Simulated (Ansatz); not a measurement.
# AsH2 (doublet): trial inputs and their diagnosis at scale of all distances = 0.896

3 inputs are run for AsH2 (doublet) as typed; the log has to tell whether the result can be used and what must change.

Method: the settings change from run to run; program: Ansatz 0.2.0, Gaussian basis.

22 further runs of the same task are left out: 4 for a known fault of the program, 12 that didn't finish, 6 set aside as unsound or not needed.

**1. The system**

The geometry derives from a PBE0/def2-TZVP stationary point (not a proven minimum). All distances are scaled together. No spin-orbit coupling is included. The filled d shell of As may be among the frozen orbitals whatever the setting's name suggests; the logs give the count.

3 atoms, charge 0, spin multiplicity 2.

Atoms are counted from 1 here; the program's logs count them from 0.

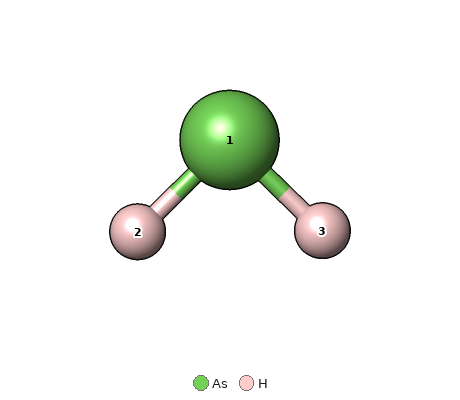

The structure; arsenic green, hydrogen pink; atoms are numbered from 1 in the order of the file.

**2. Try 1**

in.yaml reads:

```yaml
crystal:
  periodic: [false, false, false]
  atoms:
    - {symbol: As, position_ang: [0.000000, -0.025181, 0.000000]}
    - {symbol: H, position_ang: [0.000000, 0.935872, -0.972963]}
    - {symbol: H, position_ang: [0.000000, 0.935865, 0.972970]}
basis:
  gaussian: {orbitals: cc-pVDZ}
magnetization: {spin_polarized: false, initial_magnetization: 1}
correlation: {method: sc_nevpt2, electrons: outside_noble_gas, active_space: {window: {electrons: 1, orbitals: 4}}}
output: {forces: true}
```

Launch:

```
$ ansatz run in.yaml --threads 1 --pin off --events-out ev --progress --plain --max-ram 2393MiB
```

Standard output:

```text
Functional definition: HF
  name "HF"
  cite "Fock, Z. Phys. 61, 126 (1930) doi:10.1007/BF01340294"
  parent pbe
  exchange = exact_x
  correlation = 0
415 factors; integrals over basis functions are off by at most 1.0e-3 eV
mean field evaluation 1: about -60824.9278 eV, gradient 7.5e0 eV
mean field evaluation 2: about -60824.9292 eV, gradient 7.6e0 eV
mean field evaluation 4: about -60825.2354 eV, gradient 4.2e-1 eV
mean field evaluation 8: about -60825.2367 eV, gradient 8.1e-7 eV
mean field -60825.23670683 eV, -2235.2862201497 hartree, gradient 5.2e-6 eV, S^2 0.750000; 0 other end points of the search recorded, 0 dependent functions left out
reference -60825.23670683 eV, -2235.2862201497 hartree; 18, 17 occupied and 19, 20 virtual orbitals, 415 factors
state -60825.23670683 eV, -2235.2862201497 hartree
state -60825.23670683 eV, -2235.2862201497 hartree; corrected -60828.00095890 eV, -2235.3878045395 hartree
WARN: 3 active orbitals are nearly empty or full. The corrections depend on them more than the energy does, and are more stable in an active space without them
the calculation of the forces begins
Error: an active orbital is full or empty, and SC-NEVPT2 has no forces then: leave it out of the active space
```

Wall time 1 s (1 thread of Arm Neoverse V1, shared host).

**Diagnosis.** The run stopped with an error. It says: «an active orbital is full or empty, and SC-NEVPT2 has no forces then: leave it out of the active space». Cure: drop the forces, or choose an active space whose orbitals are all partly filled.

**3. Try 2**

in.yaml reads:

```yaml
crystal:
  periodic: [false, false, false]
  atoms:
    - {symbol: As, position_ang: [0.000000, -0.025181, 0.000000]}
    - {symbol: H, position_ang: [0.000000, 0.935872, -0.972963]}
    - {symbol: H, position_ang: [0.000000, 0.935865, 0.972970]}
basis:
  gaussian: {orbitals: def2-mTZVP}
magnetization: {spin_polarized: true, initial_magnetization: 1}
correlation: {method: mp2, electrons: all}
symmetry: c1
output: {forces: true}
```

Launched as before.

Standard output:

```text
Error: YAML parse error: error: line 11 column 1: unknown field `symmetry`, expected one of crystal, accuracy, basis, kpoints, hamiltonian, magnetization, projection, total_charge, correlation, batch, efield, external_charges, scf, relax, neb, saddle, md, ramp, phonons, dielectric, real_time, elastic, magnetic_configurations, gw, evaluate, workflow, output, checkpoint, execution
  --> <input>:11:1
   |
 9 | magnetization: {spin_polarized: true, initial_magnetization: 1}
10 | correlation: {method: mp2, electrons: all}
11 | symmetry: c1
   | ^ unknown field `symmetry`, expected one of crystal, accuracy, basis, kpoints, hamiltonian, magnetization, projection, total_charge, correlation, batch, efield, external_charges, scf, relax, neb, saddle, md, ramp, phonons, dielectric, real_time, elastic, magnetic_configurations, gw, evaluate, workflow, output, checkpoint, execution
12 | output: {forces: true}
   |
```

Run time: 0.03 s. Hardware: 1 thread of Arm Neoverse V1, shared host.

What is wrong: The run was refused. The input holds a key that the program doesn't read here. To mend it, remove it or spell it as the reference does.

**4. Try 3**

in.yaml reads:

```yaml
crystal:
  periodic: [false, false, false]
  atoms:
    - {symbol: As, position_ang: [0.000000, -0.025181, 0.000000]}
    - {symbol: H, position_ang: [0.000000, 0.935872, -0.972963]}
    - {symbol: H, position_ang: [0.000000, 0.935865, 0.972970]}
basis:
  gaussian: {orbitals: "6-31G*"}
magnetization: {spin_polarized: false, initial_magnetization: 1}
correlation: {method: fic_mrcisd_q, electrons: outside_noble_gas, active_space: {window: {electrons: 3, orbitals: 3}, states: [{multiplicity: 2, irrep: E1u, weights: [1]}]}}
scf: {lower_state_search: full}
```

The command is unchanged.

Standard output:

```text
Functional definition: HF
  name "HF"
  cite "Fock, Z. Phys. 61, 126 (1930) doi:10.1007/BF01340294"
  parent pbe
  exchange = exact_x
  correlation = 0
the irreps are read with x along [1.000, -0.000, 0.000], y along [0.000, 0.000, -1.000] and z along [0.000, 1.000, 0.000] of the geometry given
620 factors; integrals over basis functions are off by at most 4.4e-8 eV
mean field evaluation 1: about -60817.6438 eV, gradient 7.6e0 eV
mean field evaluation 2: about -60817.6552 eV, gradient 7.7e0 eV
mean field evaluation 4: about -60817.9659 eV, gradient 6.7e-1 eV
mean field evaluation 8: about -60817.9667 eV, gradient 8.1e-4 eV
mean field evaluation 16: about -60817.8787 eV, gradient 4.7e0 eV
mean field evaluation 32: about -60817.9667 eV, gradient 1.1e-5 eV
mean field -60817.96666063 eV, -2235.0190508796 hartree, gradient 4.3e-6 eV, S^2 0.750000; 3 other end points of the search recorded, 0 dependent functions left out
reference -60817.96666063 eV, -2235.0190508796 hartree; 18, 17 occupied and 21, 22 virtual orbitals, 620 factors
Error: the irrep E1u is not accepted for these orbitals, which take A1, B1, B2, A2, or 1 to 4
```

It took 0.75 s on 1 thread of Arm Neoverse V1, shared host.

Diagnosis: The run stopped with an error. The symmetry label isn't in the molecule's group. Fix: name an irrep that the log lists.

**5. Summary**

```
try                  level                ended                                                                                                   cause    time
  1    NEVPT2(1,4)/cc-pVDZ  stopped by an error  an active orbital is full or empty, and SC-NEVPT2 has no forces then: leave it out of the active space     1 s
  2  MP2 on UHF/def2-mTZVP              refused                                                the input holds a key that the program doesn't read here  0.03 s
  3   MRCISD+Q(3,3)/6-31G*  stopped by an error                                                        the symmetry label isn't in the molecule's group  0.75 s
```

2 stopped by an error, 1 refused.
